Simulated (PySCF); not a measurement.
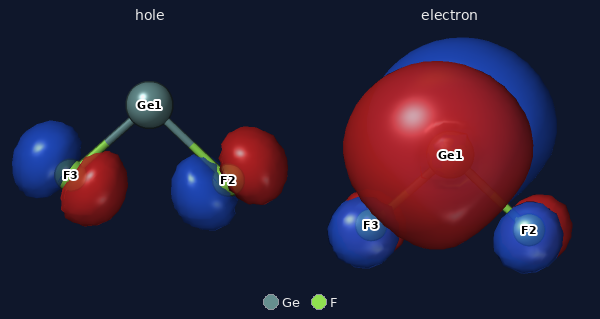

F2Ge. Leading natural transition orbital pair of S₂ (TDA singlet states); the surfaces enclose about 85 % of each orbital's density.

Level of theory: B3LYP/def2-SVPD (PySCF), at a geometry from GFN2-xTB. No frequency check shows the geometry to be a minimum. GFN2-xTB bond lengths at metals and heavier atoms can be off by up to 0.1 Å and shapes distorted, which carries into these values.

### Where does the state lie, and where do hole and electron sit?

6.14 eV (202 nm), f = 0.000 (dark); the leading pair carries 100 %; hole on F2 and F3 (47 % each) and Ge1 (5 %), electron on Ge1 (86 %) and F2 and F3 (7 % each); their centroids lie 1.2 Å apart. In canonical orbitals it is mainly HOMO−1 → LUMO (100 %). The HOMO–LUMO gap is 5.98 eV.

The PySCF run took 45 s on 1 thread of Arm Neoverse V2, on a shared host, peak memory 0.36 GiB.
